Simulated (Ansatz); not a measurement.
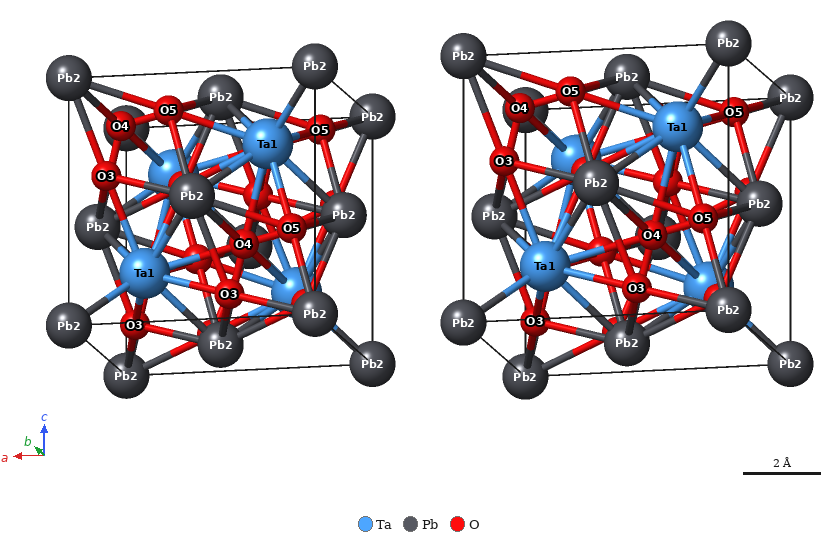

Two geometries of solid TaPbO$_{4}$ (a generated structure, set up in F-43m) (coarse preliminary run), drawn at one scale. One is the start of a relaxation, the other its converged end. A ball-and-stick model of the conventional cell (4 times the calculation's cell), seen from a free direction. Lengths and directions refer to the drawn axes.

The calculation used Ansatz 0.2.0, DFT PBE, scalar-relativistic, plane waves, PAW. Set-up: plane-wave cutoff 420 eV; k-point mesh 4 × 4 × 4; occupations gaussian; smearing width 0.1 eV; collinear spin; cell and atoms relaxed; force threshold 0.04 eV/Å; at most 70 steps.

Q: Which one is relaxed?

A: The left one is the relaxed one. The energy falls by 194 meV per atom in 5 accepted moves (7 points after the start). The largest force component goes from 0.12 to 0.0014 eV/Å. The pressure goes from −16.64 to −0.01 GPa. The SCF was repeated twice at an unchanged geometry on a basis and grid sized afresh for the cell, which shifted the energy by 4.0 meV per atom at most. The largest moves relative to the cell, 0.018 Å, are those of O atoms. Ta and Pb stay in place. Cell: a = b = c 7.077 → 6.572 Å (−7.1 %). Volume −19.9 %. Near-neighbour distances that change, for instance: Pb–Ta 3.065 → 2.846 Å, O–Ta 2.934 → 2.721 Å, O–Pb 2.934 → 2.728 Å. The space group stays F-43m (No. 216). The run may lie on a higher electronic state than the lowest, so the end point isn't shown to be the ground-state structure. Cost: 2.6 min on 1 thread of Intel(R) Xeon(R) Processor @ 2.50GHz (Skylake/Cascade Lake), on a shared host, peak memory 0.46 GiB.
